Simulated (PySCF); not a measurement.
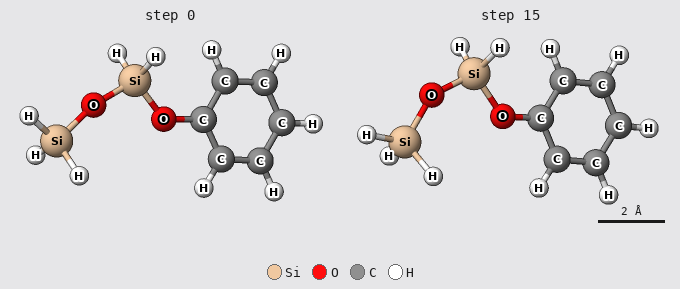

The structure of C6H10O2Si2 before (left) and after (right) a relaxation, at one scale.

Style: ball-and-stick. Shown at a tilt.

The start comes from GFN2-xTB. Its atoms were then displaced at random by about 0.01 Å.

These are results of PBE0-D3(BJ)/def2-SVP geometry optimisation, gas phase in PySCF, not measurements. 

**Summarise the run.**

The energy falls by 10.8 kcal/mol in 15 geometry steps. The largest move after the best rigid fit is that of an H atom, 0.60 Å. By element the largest moves are H 0.60 Å, O 0.36 Å, Si 0.30 Å, C 0.17 Å. Some distances before and after: O–Si 1.586 → 1.674 Å, H–Si 1.419 → 1.493 Å, H–Si 1.444 → 1.487 Å, C–O 1.384 → 1.352 Å. Among the angles between lasting bonds that change: Si–O–Si 164.8° → 140.4°, O–Si–H 102.4° → 107.4°, H–Si–H 114.3° → 109.6°. The run took 6.1 min on 1 thread of Arm Neoverse V2, on a shared host.
